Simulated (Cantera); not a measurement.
Feed: 1 mol C₂H₆, 0.5 mol NH₃, 1.9 mol H₂, held at 0.450 bar.

Equilibrium computed with Cantera from the NASA thermochemical tables; the gas is ideal and each condensed phase is pure. Candidate condensed phases: C, C₆H₆, C₇H₈, C₈H₁₈; 92 gas species. The numbers say what is thermodynamically allowed, not how fast it happens.

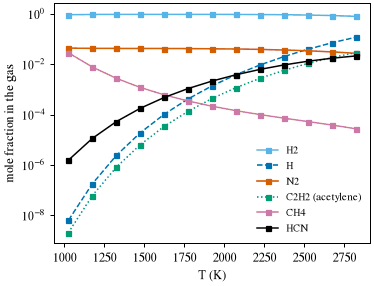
Figure. Equilibrium gas composition (values under 1e-9 drawn at 1e-9)

Task: Read off the mole fractions at 2075 K.

Result: H₂ about 0.95, N₂ about 0.040, H about 0.0039, HCN about 0.0038, C₂H₂ (acetylene) about 0.0012, CH₄ about 0.00014.
